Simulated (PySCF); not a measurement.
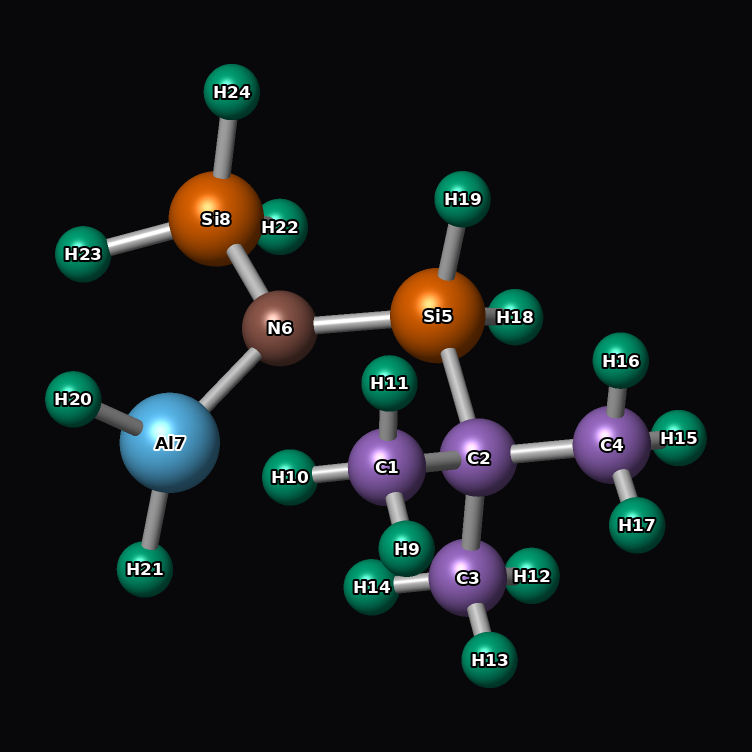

The thickness of each stick grows with its Mayer bond order. Computed geometry: GFN2-xTB optimisation. No frequency run is at hand to confirm it as a minimum. Level of theory: PBE0/pcSseg-1 (PySCF 2.14.0).

List the Mayer bond orders of C1–C2, C2–C3, C2–C4, C2–Si5, Si5–N6, N6–Al7, N6–Si8 (bonds between heavy atoms, one of each equivalent set).

| bond | Mayer order | length (Å) |
| --- | --- | --- |
| C1–C2 | 1.01 | 1.523 |
| C2–C3 | 1.01 | 1.526 |
| C2–C4 | 1.02 | 1.526 |
| C2–Si5 | 0.83 | 1.912 |
| Si5–N6 | 0.93 | 1.733 |
| N6–Al7 | 0.77 | 1.822 |
| N6–Si8 | 0.91 | 1.742 |

The geometry is semi-empirical. Around Al, Si such bond lengths and angles can be off by a tenth of an ångström or more and by several degrees, and values that hang on the shape move with them.
